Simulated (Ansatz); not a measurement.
# TlCdBi: relaxing a made-up structure

Starting from a made-up structure for TlCdBi, the aim is the relaxed cell, its shortest contacts and, where a second run follows, its electronic structure.

Main program and level: Ansatz 0.2.0; DFT, PBE, plane-wave PAW, files of the set soft_1, scalar-relativistic, no spin, cell and ions relaxed at zero pressure; PAW set soft_1, in the first sound run; inputs show where later runs differ.

**1. The starting structure**

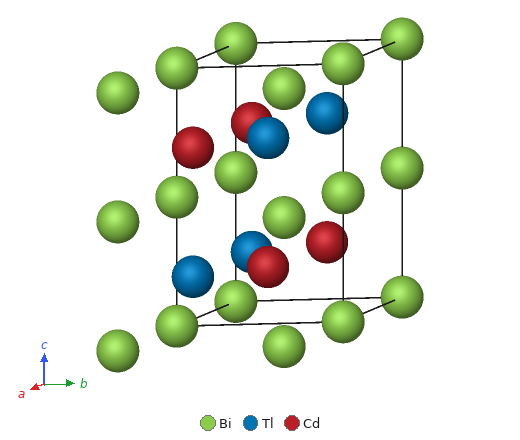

Start, viewed slightly off an axis; bismuth green, thallium blue, cadmium red. 2×1×1 cells are drawn. Some periodic images of atoms are drawn too.

**2. Relaxation of the guess**

The guess takes its coordinates from another compound and its volume from a rule, so the cell and any free coordinates are relaxed together.

input.yaml

```yaml
crystal:
  lattice:
    - [4.863, 0.0, 0.0]
    - [-2.4315, 4.211481539, 0.0]
    - [0.0, 0.0, 7.535]
  atoms:
    - { symbol: Bi, position: [0.0, 0.0, 0.0] }
    - { symbol: Bi, position: [0.0, 0.0, 0.5] }
    - { symbol: Tl, position: [0.666666667, 0.333333333, 0.25] }
    - { symbol: Tl, position: [0.333333333, 0.666666667, 0.75] }
    - { symbol: Cd, position: [0.666666667, 0.333333333, 0.75] }
    - { symbol: Cd, position: [0.333333333, 0.666666667, 0.25] }
kpoints:
  mp_grid: { grid: [6, 6, 4] }
scf:
  occupations: { method: fermi_dirac, width: 0.05 }
hamiltonian:
  xc: pbe
  pseudopotentials: { kind: paw, azcp: { folder: soft_1 } }
relax:
  f_tol: 0.015
  max_steps: 70
  cell: {}
output:
  forces: true
  stress: true
```

Launch:

```
$ ansatz run input.yaml --threads 4 --pin off --max-ram 10240MiB --backend cpu --events-out ev --progress --plain --runs-dir out
```

Numbers of over 12 decimals in the logs are rounded to 6 here.

The log of the run:

```text
Engine: ansatz 0.2.0, aarch64-unknown-linux-gnu
Pseudopotentials: kind: paw
Pseudopotential: Bi, paw, valence charge 15, recommended cutoff 420 eV (normal), soft_1/Bi.paw.azcp
Pseudopotential: Tl, paw, valence charge 13, recommended cutoff 420 eV (normal), soft_1/Tl.paw.azcp
Pseudopotential: Cd, paw, valence charge 20, recommended cutoff 420 eV (normal), soft_1/Cd.paw.azcp
Functional definition: PBE
  parameter kappa = 0.804
  parameter beta = 0.066725
  exchange = pbe_x(kappa = kappa, mu = beta*pi^2/3)
  correlation = pbe_c(beta = beta)
Crystal: 6 atoms, lattice volume = 154.320 Å³
Basis set: ecut = 420 eV, 2995 PW (Γ), exchange–correlation on 72×72×108 points (8 copies of the dense FFT grid, shifted against one another)
Bands: 58, of which v1, the nominal top of the filled ones, is band 48 counted from 1 (47 counted from 0)
Symmetry: 24 space group operations
Space group: P63/mmc (ITA 194), of the structure as read, at distance tolerance 5.4e-5 Å
k-points: 21 of 144
Non-local potential: Bi, projectors of the file, l = 0: 2, l = 1: 2, l = 2: 2, l = 3: 1
Non-local potential: Tl, projectors of the file, l = 0: 2, l = 1: 2, l = 2: 2, l = 3: 1
Non-local potential: Cd, projectors of the file, l = 0: 3, l = 1: 2, l = 2: 2, l = 3: 1
PAW form: soft (Blöchl's): semilocal exchange-correlation on the pseudo side does not see the compensation charge
PAW one-centre angular grid: Bi, 590 points (default); XC on 64 Gauss nodes
PAW one-centre angular grid: Tl, 590 points (default); XC on 64 Gauss nodes
PAW one-centre angular grid: Cd, 590 points (default); XC on 64 Gauss nodes
Initial density: superposition of atomic densities (chi_scale 0.1, normalization cell, long waves kept (reshape's long-wave potential 0.00 eV rms))
Initial wavefunctions: pseudopotential atomic-orbital guess
Functional: x = pbe(κ = 0.804, μ = 0.219515), c = pbe(β = 0.066725)
SCF iter   1: F=—  HF=-64199.126973 eV  |F-HF|=—  |Δ(HF+E_count)|=         —  Δρ=2.07e-2  dr2=1.50e0  ethr=3.10e-3  ⟨swp⟩=6.7  Hψ=4478  notcnv=0  defer=8
preconditioner: auto → Kerker (q_TF=auto, 2.521 Å⁻¹)  [metal: Δε(μ)=0.025 eV  Ē_g=15.358 eV  σ=0.050 eV  W_gap=0.12  n_scr=36 (ndim 8)  ℏωp=26.7 eV  f_vac=0.000  D(μ)=4.08/eV (n_scr^D=22)]
SCF iter   2: F=—  HF=-64198.806345 eV  |F-HF|=—  |Δ(HF+E_count)|=   3.21e-1  Δρ=1.27e-2  dr2=5.74e-1  ethr=1.57e-3  ⟨swp⟩=2.0  Hψ=1539  notcnv=0  defer=50
SCF iter   3: F=—  HF=-64198.618782 eV  |F-HF|=—  |Δ(HF+E_count)|=   1.88e-1  Δρ=2.10e-3  dr2=1.01e-2  ethr=5.98e-4  ⟨swp⟩=3.0  Hψ=2389  notcnv=0  defer=50
SCF iter   4: F=—  HF=-64198.617520 eV  |F-HF|=—  |Δ(HF+E_count)|=   1.26e-3  Δρ=5.68e-4  dr2=8.51e-4  ethr=1.05e-5  ⟨swp⟩=2.2  Hψ=1558  notcnv=0  defer=50
SCF iter   5: F=—  HF=-64198.617452 eV  |F-HF|=—  |Δ(HF+E_count)|=   6.76e-5  Δρ=2.56e-4  dr2=8.22e-5  ethr=8.86e-7  ⟨swp⟩=2.0  Hψ=1543  notcnv=0  defer=50
SCF iter   6: F=—  HF=-64198.617399 eV  |F-HF|=—  |Δ(HF+E_count)|=   5.30e-5  Δρ=9.62e-5  dr2=1.68e-5  ethr=8.56e-8  ⟨swp⟩=2.0  Hψ=2109  notcnv=0  defer=50
SCF iter   7: F=—  HF=-64198.617397 eV  |F-HF|=—  |Δ(HF+E_count)|=   2.24e-6  Δρ=1.74e-5  dr2=5.01e-7  ethr=1.75e-8  ⟨swp⟩=2.0  Hψ=1546  notcnv=0  defer=50
SCF iter   8: F=-64198.617397 eV  HF=-64198.617397 eV  |F-HF|=2.08e-9  |Δ(HF+E_count)|=   2.99e-8  Δρ=4.09e-6  dr2=3.56e-8  ethr=1.04e-10  ⟨swp⟩=4.0  Hψ=3968  notcnv=0
SCF 1 converged in 8 iterations: F = -64198.617397 eV  dr2 = 3.56e-8
  greatest PAW one-centre occupation: 1.000 electrons in one spin orbital (limit 2), on the Cd atom at site 5 (counted from 0), in its partial waves of l = 0
relax step   1: F+E_penalty+E_count = -64198.61739689 eV  Δ(F+E_penalty+E_count) = +0.000e0 eV  max|allowed force component| = 2.251e-16 eV/Å  Δτ_max = 0.0000 Å  P = +9.055 GPa  Ω = 154.320 Å³  (8 SCF iters, dr2 threshold 1.00e-7 eV, accepted)
Crystal: 6 atoms, lattice volume = 173.495 Å³
Basis set: ecut = 420 eV, 3427 PW (Γ), exchange–correlation on 72×72×108 points (8 copies of the dense FFT grid, shifted against one another)
Initial density: handed on by an earlier stage of this run
Initial wavefunctions: those handed on with the density
iter 1 solved again at ethr=2.94e-5 eV; its pass at ethr=3.10e-3 eV (dr2=2.82e-2 eV) is discarded
SCF iter   1: F=—  HF=-64199.328343 eV  |F-HF|=—  |Δ(HF+E_count)|=         —  Δρ=3.73e-3  dr2=2.91e-2  ethr=2.94e-5  ⟨swp⟩=2.4  Hψ=6938  notcnv=0
preconditioner: auto → Kerker (q_TF=auto, 2.472 Å⁻¹)  [metal: Δε(μ)=0.054 eV  Ē_g=15.142 eV  σ=0.050 eV  W_gap=0.26  n_scr=42 (ndim 8)  ℏωp=25.2 eV  f_vac=0.000  D(μ)=3.09/eV (n_scr^D=22)]
SCF iter   2: F=—  HF=-64199.322412 eV  |F-HF|=—  |Δ(HF+E_count)|=   5.93e-3  Δρ=2.04e-3  dr2=9.81e-3  ethr=2.94e-5  ⟨swp⟩=2.1  Hψ=1800  notcnv=0
SCF iter   3: F=—  HF=-64199.320325 eV  |F-HF|=—  |Δ(HF+E_count)|=   2.09e-3  Δρ=5.73e-4  dr2=7.70e-4  ethr=1.02e-5  ⟨swp⟩=2.3  Hψ=1830  notcnv=0
SCF iter   4: F=—  HF=-64199.320235 eV  |F-HF|=—  |Δ(HF+E_count)|=   8.97e-5  Δρ=1.96e-4  dr2=7.93e-5  ethr=8.02e-7  ⟨swp⟩=2.0  Hψ=2174  notcnv=0
SCF iter   5: F=—  HF=-64199.320197 eV  |F-HF|=—  |Δ(HF+E_count)|=   3.81e-5  Δρ=4.87e-5  dr2=8.91e-6  ethr=8.26e-8  ⟨swp⟩=2.0  Hψ=1590  notcnv=0
SCF iter   6: F=—  HF=-64199.320195 eV  |F-HF|=—  |Δ(HF+E_count)|=   1.30e-6  Δρ=1.85e-5  dr2=1.20e-6  ethr=9.28e-9  ⟨swp⟩=2.0  Hψ=1721  notcnv=0
SCF iter   7: F=-64199.320195 eV  HF=-64199.320195 eV  |F-HF|=1.08e-9  |Δ(HF+E_count)|=   1.42e-7  Δρ=4.19e-6  dr2=5.52e-8  ethr=6.25e-10  ⟨swp⟩=4.0  Hψ=3478  notcnv=0
SCF 2 converged in 7 iterations: F = -64199.320195 eV  dr2 = 5.52e-8
relax step   2: F+E_penalty+E_count = -64199.32019528 eV  Δ(F+E_penalty+E_count) = -7.028e-1 eV  max|allowed force component| = 1.141e-16 eV/Å  Δτ_max = 0.0000 Å  P = +1.978 GPa  Ω = 173.495 Å³  energy of the carried Pulay correction = -2.686e-3 eV  (7 SCF iters, dr2 threshold 6.00e-7 eV, accepted)
Crystal: 6 atoms, lattice volume = 179.442 Å³
Basis set: ecut = 420 eV, 3523 PW (Γ), exchange–correlation on 72×72×108 points (8 copies of the dense FFT grid, shifted against one another)
iter 1 solved again at ethr=1.07e-5 eV; its pass at ethr=3.10e-3 eV (dr2=1.03e-2 eV) is discarded
SCF iter   1: F=—  HF=-64199.627407 eV  |F-HF|=—  |Δ(HF+E_count)|=         —  Δρ=2.15e-3  dr2=1.07e-2  ethr=1.07e-5  ⟨swp⟩=2.3  Hψ=7323  notcnv=0
preconditioner: auto → Kerker (q_TF=auto, 2.458 Å⁻¹)  [metal: Δε(μ)=0.021 eV  Ē_g=14.932 eV  σ=0.050 eV  W_gap=0.11  n_scr=40 (ndim 8)  ℏωp=24.8 eV  f_vac=0.000  D(μ)=3.04/eV (n_scr^D=22)]
SCF iter   2: F=—  HF=-64199.625833 eV  |F-HF|=—  |Δ(HF+E_count)|=   1.57e-3  Δρ=1.29e-3  dr2=4.14e-3  ethr=1.07e-5  ⟨swp⟩=1.3  Hψ=1354  notcnv=0
SCF iter   3: F=—  HF=-64199.625171 eV  |F-HF|=—  |Δ(HF+E_count)|=   6.61e-4  Δρ=3.81e-4  dr2=4.19e-4  ethr=4.31e-6  ⟨swp⟩=2.5  Hψ=2067  notcnv=0
SCF iter   4: F=—  HF=-64199.625070 eV  |F-HF|=—  |Δ(HF+E_count)|=   1.02e-4  Δρ=1.37e-4  dr2=4.44e-5  ethr=4.36e-7  ⟨swp⟩=2.0  Hψ=2028  notcnv=0
SCF iter   5: F=—  HF=-64199.625064 eV  |F-HF|=—  |Δ(HF+E_count)|=   5.46e-6  Δρ=3.47e-5  dr2=4.07e-6  ethr=4.63e-8  ⟨swp⟩=2.0  Hψ=1740  notcnv=0
SCF iter   6: F=-64199.625064 eV  HF=-64199.625064 eV  |F-HF|=1.27e-7  |Δ(HF+E_count)|=   4.50e-7  Δρ=1.33e-5  dr2=5.71e-7  ethr=6.25e-10  ⟨swp⟩=4.0  Hψ=3962  notcnv=0
SCF 3 converged in 6 iterations: F = -64199.625064 eV  dr2 = 5.71e-7
relax step   3: F+E_penalty+E_count = -64199.62506362 eV  Δ(F+E_penalty+E_count) = -3.049e-1 eV  max|allowed force component| = 5.705e-17 eV/Å  Δτ_max = 0.0000 Å  P = +0.165 GPa  Ω = 179.442 Å³  energy of the carried Pulay correction = -3.426e-3 eV  (6 SCF iters, dr2 threshold 6.00e-7 eV, accepted)
[...]
relax step   4: F+E_penalty+E_count = -64199.74347513 eV  Δ(F+E_penalty+E_count) = -1.184e-1 eV  max|allowed force component| = 9.869e-17 eV/Å  Δτ_max = 0.0000 Å  P = -0.096 GPa  Ω = 179.175 Å³  energy of the carried Pulay correction = -3.397e-3 eV  (6 SCF iters, dr2 threshold 6.00e-7 eV, accepted)
[...]
relax step   5: F+E_penalty+E_count = -64199.74717193 eV  Δ(F+E_penalty+E_count) = -3.697e-3 eV  max|allowed force component| = 3.084e-17 eV/Å  Δτ_max = 0.0000 Å  P = +0.006 GPa  Ω = 178.438 Å³  energy of the carried Pulay correction = -3.309e-3 eV  (5 SCF iters, dr2 threshold 6.00e-7 eV, accepted)
[...]
relax step   6: F+E_penalty+E_count = -64199.74849804 eV  Δ(F+E_penalty+E_count) = -1.326e-3 eV  max|allowed force component| = 2.891e-16 eV/Å  Δτ_max = 0.0000 Å  P = +0.009 GPa  Ω = 178.475 Å³  energy of the carried Pulay correction = -3.313e-3 eV  (4 SCF iters, dr2 threshold 2.30e-7 eV, accepted)
[...]
relax step   7: F+E_penalty+E_count = -64199.75667823 eV  Δ(F+E_penalty+E_count) = -8.180e-3 eV  max|allowed force component| = 2.891e-16 eV/Å  Δτ_max = 0.0000 Å  P = +0.102 GPa  Ω = 178.475 Å³  stress off target by 1.52e-1 GPa  SCF on the basis re-selected at this cell (its energy is not comparable with the rows above)  (6 SCF iters)
[...]
relax step   8: F+E_penalty+E_count = -64199.75694177 eV  Δ(F+E_penalty+E_count) = -2.635e-4 eV  max|allowed force component| = 3.855e-17 eV/Å  Δτ_max = 0.0000 Å  P = -0.003 GPa  Ω = 179.038 Å³  energy of the carried Pulay correction = -7.030e-5 eV  (4 SCF iters, dr2 threshold 5.76e-8 eV, accepted)
iter 1 solved again at ethr=1.77e-7 eV; its pass at ethr=3.10e-3 eV (dr2=1.70e-4 eV) is discarded
SCF iter   1: F=—  HF=-64199.756787 eV  |F-HF|=—  |Δ(HF+E_count)|=         —  Δρ=4.92e-5  dr2=1.55e-7  ethr=1.77e-7  ⟨swp⟩=3.0  Hψ=7812  notcnv=0
preconditioner: auto → Kerker (q_TF=auto, 2.459 Å⁻¹)  [metal: Δε(μ)=0.024 eV  Ē_g=14.869 eV  σ=0.050 eV  W_gap=0.12  n_scr=40 (ndim 8)  ℏωp=24.8 eV  f_vac=0.000  D(μ)=3.77/eV (n_scr^D=22)]
SCF iter   2: F=—  HF=-64199.757001 eV  |F-HF|=—  |Δ(HF+E_count)|=   2.14e-4  Δρ=2.49e-5  dr2=4.38e-8  ethr=1.61e-10  ⟨swp⟩=2.0  Hψ=2091  notcnv=0
SCF iter   3: F=—  HF=-64199.757010 eV  |F-HF|=—  |Δ(HF+E_count)|=   9.60e-6  Δρ=2.11e-6  dr2=4.44e-9  ethr=4.57e-11  ⟨swp⟩=2.0  Hψ=1362  notcnv=0
SCF iter   4: F=—  HF=-64199.757010 eV  |F-HF|=—  |Δ(HF+E_count)|=   2.78e-8  Δρ=1.05e-6  dr2=9.20e-10  ethr=4.62e-12  ⟨swp⟩=2.4  Hψ=2021  notcnv=0
SCF iter   5: F=-64199.757010 eV  HF=-64199.757010 eV  |F-HF|=1.46e-11  |Δ(HF+E_count)|=   1.29e-8  Δρ=9.02e-8  dr2=7.19e-12  ethr=1.00e-12  ⟨swp⟩=3.0  Hψ=4739  notcnv=0
SCF 9 converged in 5 iterations: F = -64199.757010 eV  dr2 = 7.19e-12
relax step   9: F+E_penalty+E_count = -64199.75701027 eV  Δ(F+E_penalty+E_count) = -6.850e-5 eV  max|allowed force component| = 3.701e-17 eV/Å  Δτ_max = 0.0000 Å  P = -0.002 GPa  Ω = 179.038 Å³  stress off target by 1.26e-2 GPa  SCF on the basis re-selected at this cell (its energy is not comparable with the rows above)  (5 SCF iters)
basis re-selected at this cell: Δ(F+E_penalty+E_count) = -6.850e-5 eV, ΔP = +0.000 GPa vs the last step (what re-selecting the basis moved, of the pressure what is left beyond the Pulay correction that the steps carried, after the strain that the cell walked since its last selection, with what the two solves' SCF thresholds leave and, on support functions, any second-order correction that the steps lacked; it is no m [...]
SCF converged after 5 iterations
Free energy (F): -64199.757010 eV
Harris-Foulkes:  -64199.757010 eV  (|F-HF|=1.46e-11)
Internal energy: -64199.727452 eV  (E = F + TS)
E sigma→0 (E₀):  -64199.742231 eV
Entropy (-TS):   -0.029558 eV (-4.926 meV/atom)
Fermi energy:    10.581709 eV
--- Per-component energies (eV) ---
  E_band       = -1105.334844
  E_kinetic    = 1919.684018
  E_local      = -11286.779780  (includes V_loc(G=0)·N_el)
  E_nonlocal   = 1683.507443
  E_hartree    = 4829.476793
  E_xc         = -988.343521
  E_vxc        = -900.714395  (∫ρ·V_xc dr)
  E_paw        = -49892.562357  (= ΣΔE_a)
  E_vpaw       = -2179.986933  (= ΣTr[D̂ρ^β])
  E_aug_tail   = 0.000995  (compensation charges beyond the density's cutoff)
  E_ewald      = -10464.711043
  E_smearing   = -0.029558  (= −TS)
  E_closure    = -0.000000  (closes the sum)
  Σ components = -64199.757010   (vs F -64199.757010, Δ=0.00e0)
--- Forces (eV/Å), atoms counted from 1 ---
  atom   1  Bi     0.00000000    -0.00000000    -0.00000000
  atom   2  Bi     0.00000000    -0.00000000     0.00000000
  atom   3  Tl     0.00000000    -0.00000000    -0.00000000
  atom   4  Tl     0.00000000     0.00000000     0.00000000
  atom   5  Cd     0.00000000    -0.00000000    -0.00000000
  atom   6  Cd     0.00000000     0.00000000     0.00000000
  max |Σ_I F_I| component: 5.55e-17 eV/Å
--- Stress (GPa, compression-positive) ---
        0.002711       0.000000       0.000000
       -0.000000       0.002711       0.000000
        0.000000       0.000000      -0.012614
  P = ⅓ Tr σ = -0.0024 GPa (-0.024 kbar)
--- Relaxed structure (7 steps of the walk, 7 accepted, 2 SCFs on fresh bases) ---
  F+E_penalty+E_count = -64199.75701027 eV   max|allowed force component| = 3.701e-17 eV/Å   (the final SCF, on the basis selected at the relaxed cell)
  cell:  # Å, volume = 179.0379 Å³
    - [5.474148, 0, 0]
    - [-2.737074, 4.740751, 3.2150519101402864e-18]
    - [0, 5.752231351297579e-18, 6.898923]
  atoms:
    - { symbol: Bi, position: [0, 0, 0] }
    - { symbol: Bi, position: [0, 0.0, 0.500000] }
    - { symbol: Tl, position: [0.666667, 0.333333, 0.250000] }
    - { symbol: Tl, position: [0.333333, 0.666667, 0.750000] }
    - { symbol: Cd, position: [0.666667, 0.333333, 0.750000] }
    - { symbol: Cd, position: [0.333333, 0.666667, 0.250000] }
```

Run time: 16 s. Hardware: 4 threads of Arm Neoverse V2, shared host; peak memory 0.8 GiB.

The steps of the relaxation:

| step | energy less that of the first step (eV) | largest force component (eV/Å) | pressure (GPa) | volume (Å³) |
| --- | --- | --- | --- | --- |
| 1 | 0.0000 | 0.0000 | 9.05 | 154.32 |
| 2 | -0.7028 | 0.0000 | 1.98 | 173.49 |
| 3 | -1.0077 | 0.0000 | 0.16 | 179.44 |
| 4 | -1.1261 | 0.0000 | -0.10 | 179.18 |
| 5 | -1.1298 | 0.0000 | 0.01 | 178.44 |
| 6 | -1.1311 | 0.0000 | 0.01 | 178.47 |
| 7* | -1.1393 | 0.0000 | 0.10 | 178.47 |
| 8 | -1.1395 | 0.0000 | 0.00 | 179.04 |
| 9* | -1.1396 | 0.0000 | 0.00 | 179.04 |

Relaxation steps marked * repeat the geometry before them on a plane-wave basis chosen anew for their cell, so energy and pressure can jump there.

The run keeps the 24 symmetry operations that it works with, so distortions that break them were not tested.

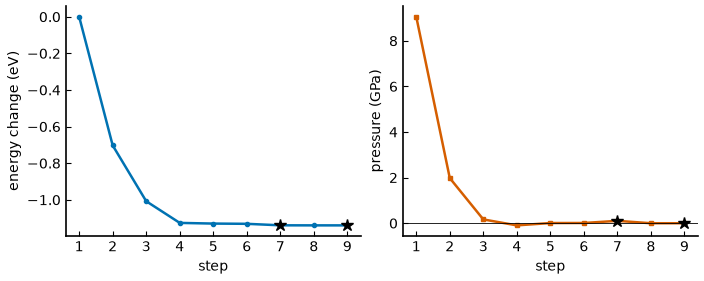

Energy and pressure along the relaxation. Stars mark steps on a basis chosen anew.

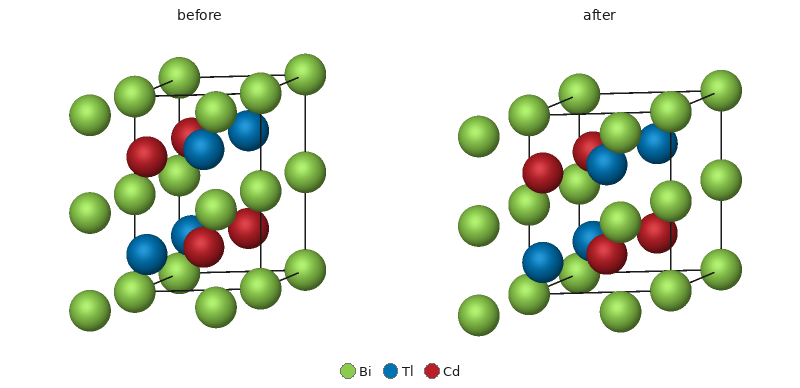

Before and after, at one scale.

| cell as run | before | after | change |
| --- | --- | --- | --- |
| a (Å) | 4.863 | 5.474 | +12.6 % |
| b (Å) | 4.863 | 5.474 | +12.6 % |
| c (Å) | 7.535 | 6.899 | -8.4 % |
| volume (Å³/atom) | 25.72 | 29.84 | +16.0 % |

Numbers from this step:

* free energy: -64199.7570 eV
* energy at zero smearing: -64199.7422 eV
* smearing term TS: 0.02956 eV
* Fermi energy: 10.58 eV
* electrons: 96
* symmetry operations: 24
* pressure: -0.002397 GPa

Shortest distances by pair of elements, guess and relaxed (not always the same contact):

| pair | guess (Å) | relaxed (Å) |
| --- | --- | --- |
| Cd–Tl | 2.808 | 3.161 |
| Bi–Bi | 3.768 | 3.449 |
| Bi–Tl | 3.381 | 3.600 |
| Bi–Cd | 3.381 | 3.600 |
| Tl–Tl | 4.699 | 4.678 |

The relaxation ends with a pressure of 0.00 GPa.

[end of part 1 of 2]

[Logs are printed without paths, hosts, clocks, repeated set-up lines and the standing remarks that a program may print on its own settings, such as how far it seeks lower states.]

[Hosts, paths, dates, database ids (printed as entryN), source tags and the programs' standing remarks are cut or masked in the printed files.]
